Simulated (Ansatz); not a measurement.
GeH$_{5}$F: several calculations on one system

**1. Relaxation**

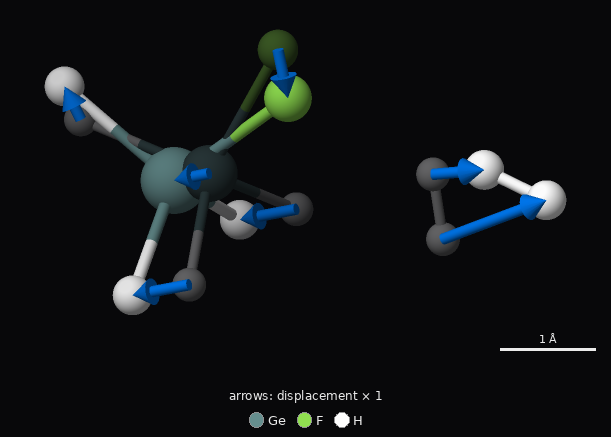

This is a relaxation of GeH5F. The starting structure is drawn faded, the final one solid; blue arrows show the displacements, at their true length. The two geometries are superimposed by the best rigid fit.

Style: ball-and-stick. Shown from a free direction.

The run prepares an end point of a later path (reaction) calculation, from a guessed geometry.

The calculation used RKS B3LYP-D4/def2-SVP in Ansatz.

Input file:
```yaml
crystal:
  periodic: [false, false, false]
  atoms:
    - { symbol: Ge, position_ang: [0.207505, 0.0, -0.071693] }
    - { symbol: F, position_ang: [0.247589, 0.0, 1.646159] }
    - { symbol: H, position_ang: [1.696449, 0.0, -0.493764] }
    - { symbol: H, position_ang: [-0.508889, 1.279511, -0.541599] }
    - { symbol: H, position_ang: [-0.508889, -1.279511, -0.541599] }
    - { symbol: H, position_ang: [-2.32596, 0.0, 1.0178] }
    - { symbol: H, position_ang: [-1.877605, 0.0, 1.578096] }
basis:
  gaussian: { orbitals: def2-SVP }
hamiltonian:
  xc: b3lyp
  dispersion: d4
relax:
  f_tol: 0.03
  max_steps: 50
```

Run as
```bash
ansatz run input.yaml --threads 2 --pin off --max-ram 3072MiB --backend cpu --events-out ev --progress --plain --runs-dir out
```

Q: Which element moves most?

A: Hydrogen: up to 1.37 Å, against 0.54 Å for fluorine.

Q: Describe the change and its energy.

A: Over 16 accepted moves (18 points after the start) the energy falls by 3.85 kcal/mol. Largest force component: 1.3 eV/Å at the start, 0.016 eV/Å at the end. The line search rejected the trial steps at points 6, 13 of the run. The forces were under the threshold at step 8, but the run went on from there. The largest move after the best rigid fit is that of H6, 1.37 Å. By element the largest moves are H 1.37 Å, F 0.54 Å, Ge 0.44 Å. Near-neighbour distances that change, for instance: H6–H7 0.718 → 0.762 Å, Ge1–F2 1.718 → 1.757 Å, Ge1–H3 1.548 → 1.538 Å.

**2. Relaxation**

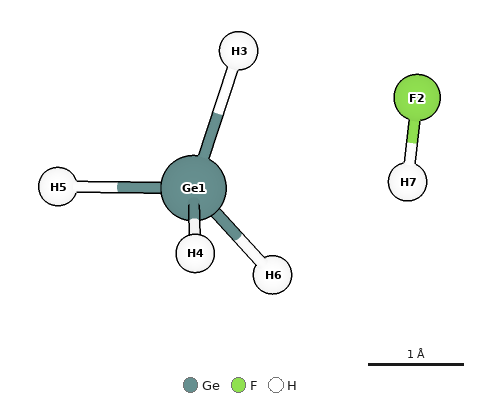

Starting structure of GeH5F. The picture is a ball-and-stick view, seen at a tilt.

The run prepares an end point of a later path (reaction) calculation, from a guessed geometry.

All numbers below come from RKS B3LYP-D4/def2-SVP (Ansatz 0.2.0).

The input:
```yaml
crystal:
  periodic: [false, false, false]
  atoms:
    - { symbol: Ge, position_ang: [-0.421336, 1.3e-05, -0.41189] }
    - { symbol: F, position_ang: [0.036977, -0.001613, 2.447185] }
    - { symbol: H, position_ang: [1.002726, 0.000776, 0.151134] }
    - { symbol: H, position_ang: [-0.611552, 1.271827, -1.267356] }
    - { symbol: H, position_ang: [-0.611237, -1.272482, -1.266145] }
    - { symbol: H, position_ang: [-1.585306, 0.000669, 0.609281] }
    - { symbol: H, position_ang: [-0.880072, 0.00081, 2.331192] }
basis:
  gaussian: { orbitals: def2-SVP }
hamiltonian:
  xc: b3lyp
  dispersion: d4
relax:
  f_tol: 0.03
  max_steps: 50
```

Command:
```bash
ansatz run input.yaml --threads 2 --pin off --max-ram 3072MiB --backend cpu --events-out ev --progress --plain --runs-dir out
```

### What does the optimiser find from here?

Over 16 accepted moves (19 points after the start) the energy falls by 16.6 kJ/mol. Largest force component: 0.52 eV/Å at the start, 0.028 eV/Å at the end. The line search rejected the trial steps at points 2, 11, 16 of the run. The forces were under the threshold at step 6, but the run went on from there. F2 moves most after the best rigid fit: 0.82 Å. Largest moves by element: F 0.82 Å, H 0.69 Å, Ge 0.19 Å. Among the angles between lasting bonds that change: H3–Ge1–H6 117.2° → 109.3°, H5–Ge1–H6 105.8° → 109.0°, H3–Ge1–H5 108.6° → 110.9°. The run took 46 s on 2 threads of Intel(R) Xeon(R) Platinum 8259CL CPU @ 2.50GHz (Skylake/Cascade Lake), on a shared host, peak memory 0.15 GiB.

History of the run:

| step | E − E(0), kJ/mol | largest force component, eV/Å | note |
| --- | --- | --- | --- |
| 0 | 0.00 | 0.5229 |  |
| 1 | -7.37 | 1.0716 |  |
| 2 | -6.13 | 1.7351 | rejected |
| 3 | -9.74 | 0.3224 |  |
| 4 | -10.68 | 0.4630 |  |
| 5 | -11.13 | 0.0377 |  |
| 6 | -11.16 | 0.0024 |  |
| 7 | -11.17 | 0.0312 |  |
| 8 | -11.18 | 0.0057 |  |
| 9 | -11.18 | 0.0073 |  |
| 10 | -11.25 | 0.0304 |  |
| 11 | -9.98 | 1.0160 | rejected |
| 12 | -11.53 | 0.0625 |  |
| 13 | -11.60 | 0.4793 |  |
| 14 | -13.19 | 0.1064 |  |
| 15 | -14.47 | 0.3647 |  |
| 16 | -10.72 | 1.5275 | rejected |
| 17 | -15.46 | 0.1612 |  |
| 18 | -16.12 | 0.2631 |  |
| 19 | -16.62 | 0.0277 |  |

Final geometry:

```xyz
7

Ge   -0.3957    0.1835   -0.4507
F    -0.1784   -0.7922    2.5253
H     1.0323    0.5288   -0.0066
H    -0.7371    0.9216   -1.7591
H    -0.5584   -1.3314   -0.6411
H    -1.3984    0.6668    0.6276
H    -0.8342   -0.1771    2.2979
```

The end point in the same view:

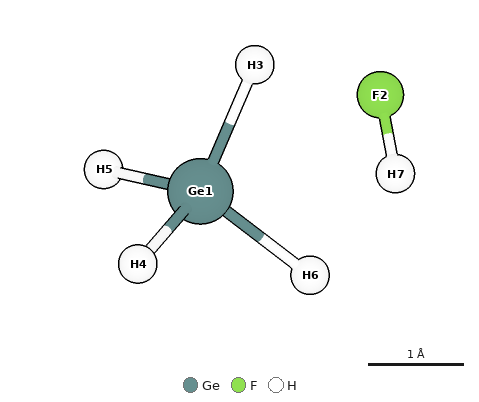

**3. Path**

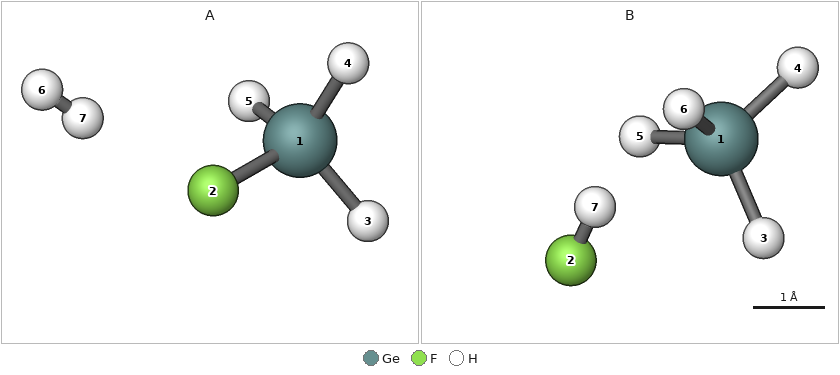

The two relaxed end points of a path for GeH5F, made up at the start of GeH$_{3}$F and H2. The picture is a ball-and-stick view, seen at a tilt.

Theory: Ansatz, RKS B3LYP-D4/def2-SVP.

Set-up: 7 movable images; climbing image; force threshold 0.03 eV/Å; iteration limit 60.

Start:
```xyz
7

Ge    0.5095    0.0000   -0.3832
F    -0.1269    0.0000    1.2544
H     2.0416    0.0000   -0.2454
H    -0.0150    1.2795   -1.0570
H    -0.0150   -1.2795   -1.0570
H    -3.1053    0.0000    2.1159
H    -2.3586    0.0000    1.9657
```

End:
```xyz
7

Ge   -0.1963    0.2894   -0.3827
F    -0.7185   -1.0865    2.3904
H     1.0894    0.4970    0.4293
H    -0.1995    1.2132   -1.6156
H    -0.3367   -1.1757   -0.8202
H    -1.4194    0.6756    0.4871
H    -1.2888   -0.4130    2.1052
```

Question: What barrier does the band find between them, and by what path?

Answer: The energy climbs by 189.5 kJ/mol to image 5 and then falls by 152.3 kJ/mol, so the end point sits at +37.1 kJ/mol. Breaking: Ge1–F2 (1.76 → 2.09 at the top → 3.14 Å), H6–H7 (0.76 → 1.01 at the top → 1.95 Å). Forming: F2–H7 (2.34 → 1.16 at the top → 0.93 Å), Ge1–H6 (4.39 → 1.86 at the top → 1.55 Å). The band converged in 12 iterations. The largest component of the band force went from 4.8 to 0.0085 eV/Å. The climbing image converged on the top of the path. Its vibrational analysis gives one imaginary mode (1201i cm⁻¹), as a transition state must have.

Energies of the converged images:

```
image  path (Å)  E (kJ/mol)
    0      0.00         0.0
    1      0.67         0.3
    2      1.34         1.2
    3      2.02        10.4
    4      2.69        69.4
    5      3.36       189.5
    6      4.08        84.2
    7      4.81        41.0
    8      5.53        37.1
```

The geometry at the top of the path:

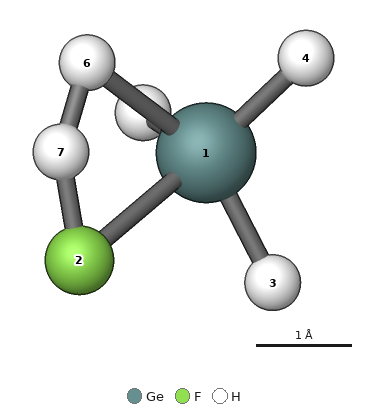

Limits of the set-up: the start holds two separate molecules, 2.3 Å apart at their closest, whose relative position is a soft coordinate.

The run took 2.8 min on 2 threads of Intel(R) Xeon(R) Platinum 8259CL CPU @ 2.50GHz (Skylake/Cascade Lake), on a shared host, peak memory 0.17 GiB.
